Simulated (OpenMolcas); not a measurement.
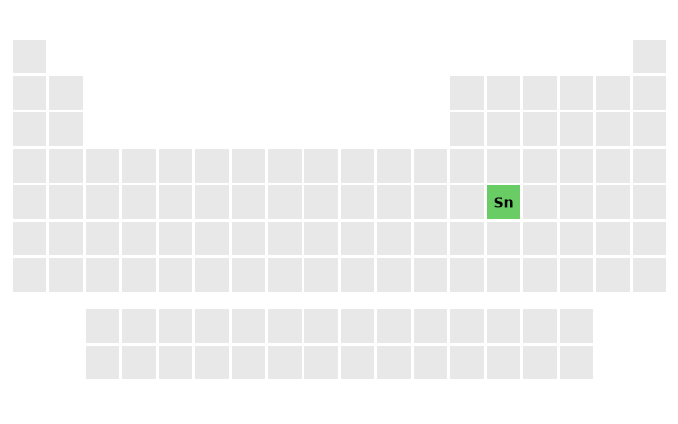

Figure 1. The place of tin in the periodic table.

# Sn³⁺: multiconfigurational calculation

- system: Sn³⁺.
- method: state-averaged CASSCF, active space 1 electron in the shells 5s 5p, basis ANO-RCC-VQZP, DKH3 scalar Hamiltonian, spin-orbit coupling by RASSI with atomic mean-field integrals (OpenMolcas)

### What the run reported

- outcome: refused by the program
- hardware: 1 CPU thread, shared host

### What went wrong

The input is odd on purpose: wrong symmetry. The program refused the input: “You can't ask for more roots”. Limits: RASSCF multiplicity 2: _RC_INPUT_ERROR_.

### Input file
```
&GATEWAY
Coord
1

Sn 0.0 0.0 0.0
Basis=ANO-RCC-VQZP
Group=XYZ
NoMove
AngMom=0.0 0.0 0.0
AMFI
&SEWARD
Relativistic=R03O02
&RASSCF
FileOrb=start.orb
Symmetry=2
Spin=2
nActEl=1 0 0
Inactive=14 9
Ras2=1 3
CIRoot=1 1 1
SDav=1
CIMx=300
Iter=74 100
PrWF=0.3
OrbListing=Nothing
MaxOrb=0
Atom
>>> COPY $Project.JobIph JOB001
&RASSCF
FileOrb=start.orb
Symmetry=1
Spin=2
nActEl=1 0 0
Inactive=14 9
Ras2=1 3
CIRoot=3 3 1
SDav=3
CIMx=300
Iter=74 100
PrWF=0.3
OrbListing=Nothing
MaxOrb=0
Atom
CIOnly
>>> COPY $Project.JobIph JOB002
```

The file start.orb holds starting orbitals from an earlier step.

Run as:
```bash
OMP_NUM_THREADS=1 MOLCAS_MEM=2252 MOLCAS_PROJECT=a pymolcas a.inp > a.log  # once for each step of the input, in one work folder
```

### Output (extracts)
```
--- SEWARD ---
Basis set label: SN.ANO-RCC...8S7P5D3F2G.

      Electronic valence basis set:
      ------------------
      Associated Effective Charge  50.000000 au
      Associated Actual Charge     50.000000 au
      Nuclear Model: Point charge

      Shell  nPrim  nBasis  Cartesian Spherical Contaminant
         s      22       8        X
         p      19       7        X
         d      13       5                 X
         f       5       3                 X
         g       3       2                 X
Relativistic=R03O02
                  Relativistic Douglas-Kroll-Hess integrals:
                    - DKH order of Hamiltonian: 3
                    - DKH order of Properties : 2
--- RASSCF ---
Wave function specifications:
      -----------------------------

      Number of closed shell electrons          46
      Number of electrons in active shells       1
      Max number of holes in RAS1 space          0
      Max nr of electrons in RAS3 space          0
      Number of inactive orbitals               23
      Number of active orbitals                  4
      Number of secondary orbitals              66
      Spin quantum number                      0.5
      State symmetry                             2
Orbital specifications:
      -----------------------

      Symmetry species                           1   2
                                                ag  au
      Frozen orbitals                            0   0
      Inactive orbitals                         14   9
      Active orbitals                            1   3
      RAS1 orbitals                              0   0
      RAS2 orbitals                              1   3
      RAS3 orbitals                              0   0
      Secondary orbitals                        36  30
      Deleted orbitals                           0   0
      Number of basis functions                 51  42
      Number of CSFs                             3
      Number of root(s) required                 1
      Iter CI   SX   CI       RASSCF       Energy    max ROT     max BLB   max BLB  Level Ln srch  Step   QN
          iter iter root      energy       change     param      element    value   shift minimum  type update
 Nr of preliminary CI iterations:   1
 ###############################################################################
 ###############################################################################
 ###                                                                         ###
 ###                                                                         ###
 ###    WARNING: Problems in orbital optimization.                           ###
 ###                                                                         ###
 ###                                                                         ###
 ###############################################################################
 ###############################################################################
  Warning: In symmetry  1, orbital p=  15 has diagonal density matrix element D(p,p) close to zero. D(p,p)=  0.000000E+00
 ###############################################################################
        ...
 ###############################################################################
  Warning: In symmetry  2, orbital p=  11 has diagonal density matrix element D(p,p) close to zero. D(p,p)=  0.000000E+00
  Warning: In symmetry  2, orbital p=  12 has diagonal density matrix element D(p,p) close to zero. D(p,p)=  1.378412E-17
        4   1    2    1  -171.87278570   -4.55E-12  -5.11E-08   10  19 2  1.31E-07   0.50   0.00    SX    NO
      Convergence after  4 iterations
        5   1    2    1  -171.87278570    2.73E-12  -5.11E-08   11  30 1  7.39E-08   0.50   0.00    SX    NO
      Natural orbitals and occupation numbers for root  1
      sym 1:   0.000000
      sym 2:   1.000000   0.000000   0.000000
::    RASSCF root number  1 Total energy:  -6171.87278570
--- RASSCF ---
Wave function specifications:
      -----------------------------

      Number of closed shell electrons          46
      Number of electrons in active shells       1
      Max number of holes in RAS1 space          0
      Max nr of electrons in RAS3 space          0
      Number of inactive orbitals               23
      Number of active orbitals                  4
      Number of secondary orbitals              66
      Spin quantum number                      0.5
      State symmetry                             1
Orbital specifications:
      -----------------------

      Symmetry species                           1   2
                                                ag  au
      Frozen orbitals                            0   0
      Inactive orbitals                         14   9
      Active orbitals                            1   3
      RAS1 orbitals                              0   0
      RAS2 orbitals                              1   3
      RAS3 orbitals                              0   0
      Secondary orbitals                        36  30
      Deleted orbitals                           0   0
      Number of basis functions                 51  42
      Number of CSFs                             1
      Number of root(s) required                 3
 ************ ERROR ***********
  You can't ask for more roots
  than there are configurations
 ******************************
--- Stop Module: rasscf at  /rc=_RC_INPUT_ERROR_ ---
.####################.
.# User input error #.
.####################.
```
